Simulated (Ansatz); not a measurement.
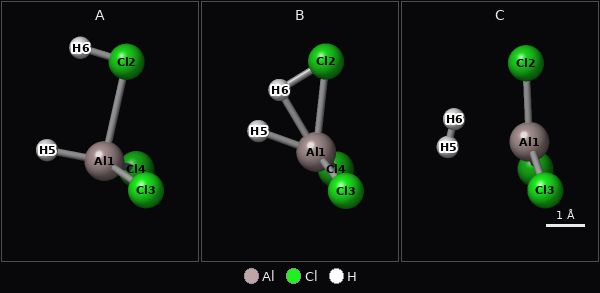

3 geometries from a converged minimum-energy path of AlH₂Cl₃, made up at the start of AlCl3 and H2, shuffled. A ball-and-stick model, seen face on.

These are results of RKS B3LYP/cc-pVDZ in Ansatz, not measurements. Run with 5 movable images; climbing image; force threshold 0.05 eV/Å; iteration limit 60; starting path through a guess of the saddle point.

One of them is the converged climbing image. Which?

B. In order along the path, whose images run from 0 to 6: C (image 1, +0.09 eV), B (image 3, +1.35 eV), A (image 6, +1.03 eV). Breaking: H5–H6 (0.77 → 1.24 at the top → 2.91 Å). Forming: Al1–H5 (2.44 → 1.66 at the top → 1.57 Å), Cl2–H6 (3.02 → 1.47 at the top → 1.30 Å).

Limits of the set-up: the start holds two separate molecules, 2.4 Å apart at their closest, whose relative position is a soft coordinate and is computed without a dispersion correction.

The run took 72 s on 2 threads of Intel(R) Xeon(R) CPU @ 2.60GHz (Ice Lake), on a shared host, peak memory 0.21 GiB.
